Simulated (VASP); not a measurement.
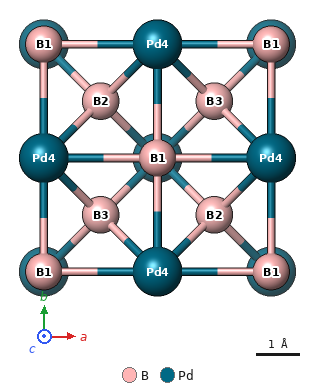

This is the input geometry for a relaxation of a crystal of B₃Pd (a generated structure, set up in Fm-3m). Style: ball-and-stick. Shown: the conventional cell (4 times the calculation's cell), along the c axis. Lengths and directions refer to the drawn axes.

The run lets cell and atoms move.

Theory: Kohn-Sham DFT of a periodic cell, PBE, VASP PAW PBE potentials, recommended in VASP.

Input file:
```
ALGO = Normal ; EDIFF = 1E-6
EDIFFG = -0.04 ; ENCUT = 600
GGA = PE ; IBRION = 2
ISIF = 3 ; ISMEAR = 0
LASPH = T ; LCHARG = F
LREAL = F ; LWAVE = F
NELM = 80 ; NSW = 90
PREC = Accurate ; SIGMA = 0.1
```

Command:
```bash
cat potpaw_PBE.64/B/POTCAR potpaw_PBE.64/Pd/POTCAR > POTCAR
mpirun -np 1 vasp_std > vasp.out
```

The structure:
```
CELL_PARAMETERS angstrom
0.00000 2.64808 2.64808
2.64808 0.00000 2.64808
2.64808 2.64808 0.00000
ATOMIC_POSITIONS crystal
B 0.00000 0.00000 0.00000
B 0.25000 0.25000 0.25000
B 0.75000 0.75000 0.75000
Pd 0.50000 0.50000 0.50000
```

**What does the optimiser find from here?**

No atom moves by more than 0.005 Å relative to the cell. The drawn cell changes as follows: a = b = c 5.296 → 5.244 Å (−1.0 %); the volume changes by −2.9 %. Among the contacts that change: B1–Pd4 2.648 → 2.622 Å, B2–Pd4 2.293 → 2.271 Å. The space group stays Fm-3m (No. 225). After 2 geometry steps the energy has fallen by 17.3 meV per cell of the calculation. All forces vanish by symmetry, so only the cell relaxes. Pressure: −5.04 GPa at the start and −0.03 GPa at the end.

After the run, drawn alike:

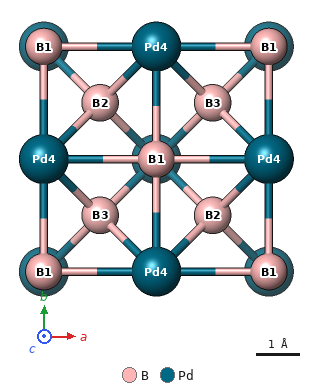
